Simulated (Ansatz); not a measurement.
## Electronic structure of H₅NO₃Sn (SMILES [NH2][Sn]([OH])([OH])[OH]) in real space

Input file:

```
crystal:
  periodic: [false, false, false]
  atoms:
    - { symbol: "N", position_ang: [-1.2027, 0.0121, -1.2931] }
    - { symbol: Sn, position_ang: [0.0813, -0.0114, 0.2609] }
    - { symbol: O, position_ang: [0.8848, -1.8024, 0.3307] }
    - { symbol: O, position_ang: [-0.7949, 0.3671, 1.9553] }
    - { symbol: O, position_ang: [1.493, 1.352, -0.0315] }
    - { symbol: H, position_ang: [-2.23173, -0.02876, -0.85481] }
    - { symbol: H, position_ang: [-1.118, -0.87737, -1.81449] }
    - { symbol: H, position_ang: [1.5796, -1.735, 1.1054] }
    - { symbol: H, position_ang: [-1.5438, -0.3449, 2.0624] }
    - { symbol: H, position_ang: [1.8808, 1.1414, -0.8748] }
basis:
  gaussian: { orbitals: def2-SVP }
hamiltonian:
  xc: pbe0
relax:
  f_tol: 0.015
  max_steps: 40
output:
  orbitals: {}
```

Run with:

```sh
ansatz run input.yaml --threads 2 --pin off --max-ram 3072MiB --backend cpu --events-out ev --progress --plain --runs-dir out
```

The fields are those of the relaxed geometry.

Core potentials replace the inner electrons of Sn.

These are results of Ansatz 0.2.0, RKS PBE0/def2-SVP, not measurements.

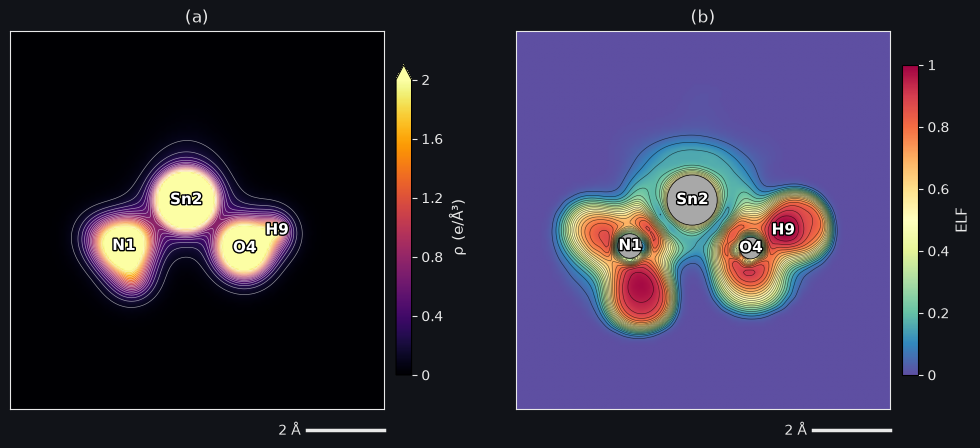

Figure 1. (a) electron density; (b) ELF on the plane of atoms N1, Sn2 and O4. Grey discs cover the atomic cores in the ELF map.

Interpret the plot.

The section cuts through N, Sn, O and H sites. Sn–O (1.97 Å): ρ at the midpoint is about 0.74 e/Å³; the ELF peaks at about 0.85 in the valence shell of O, 0.6 Å from its nucleus, and drops to about 0.15 between the two atoms. Sn–N (2.01 Å): ρ is about 0.77 e/Å³ halfway; the ELF peaks at about 0.85 in the valence shell of N, 0.7 Å from its nucleus, and drops to about 0.15 between the two atoms. O–H (0.96 Å): the density is about 3.6 e/Å³ at the midpoint; the ELF climbs to about 1 towards the hydrogen, as it does in any bond to H; a covalent bond by its length. The ELF also peaks beside O4, away from the bonds: lone-pair regions.

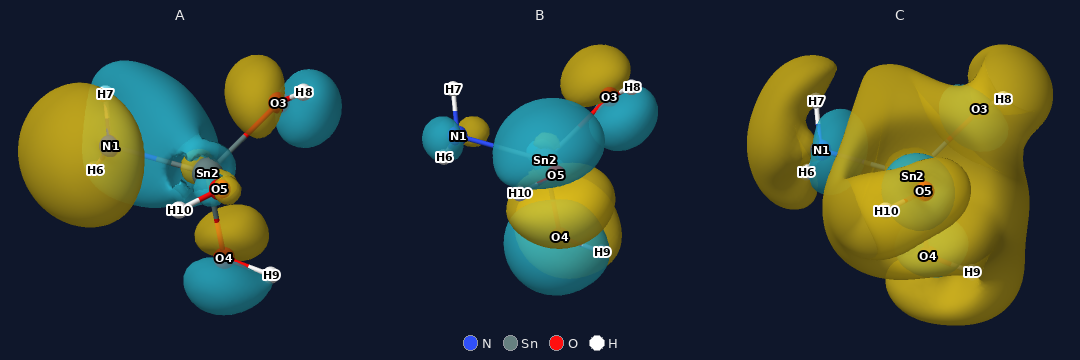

Figure 2. Three frontier orbitals at ±0.06 Å⁻³ᐟ² (yellow and cyan are the two phases), in no order.

Order the three orbitals by energy and name them.

B is the HOMO−1 (−8.47 eV). Its weight (Hirshfeld) is mainly on O5 (about 45 %), O4 (about 35 %) and O3 (about 5 %); largely a combination of lone pairs on O5, O4 and O3. A is the HOMO (−7.75 eV). It lies mainly on N1 (about 70 %), Sn2 (about 10 %) and O3 (about 5 %); largely a lone pair of N1. C is the LUMO (−1.02 eV). Its weight (Hirshfeld) is mainly on Sn2 (about 35 %), O3 (about 10 %), N1 (about 10 %), O4 (about 10 %) and O5 (about 10 %).

What is the HOMO–LUMO gap?

6.73 eV between the orbital energies.

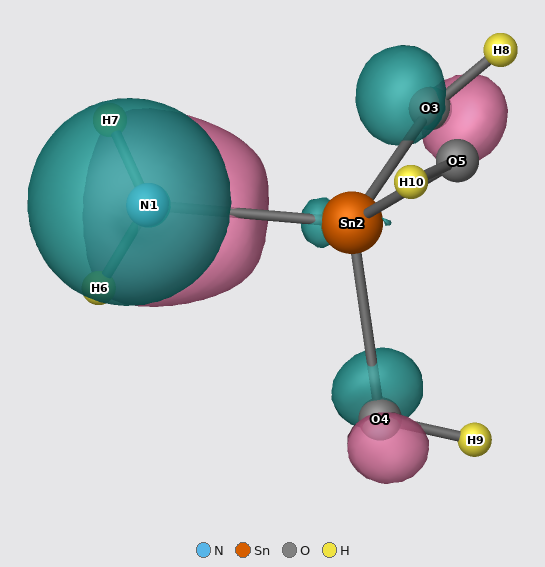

Figure 3. One frontier orbital at ±0.15 Å⁻³ᐟ² (teal and pink are the two phases), seen across its widest extent.

Which orbital is it: HOMO or LUMO?

The HOMO, at −7.75 eV. By Hirshfeld shares it lies mainly on N1 (about 70 %), Sn2 (about 10 %) and O3 (about 5 %); largely a lone pair of N1.
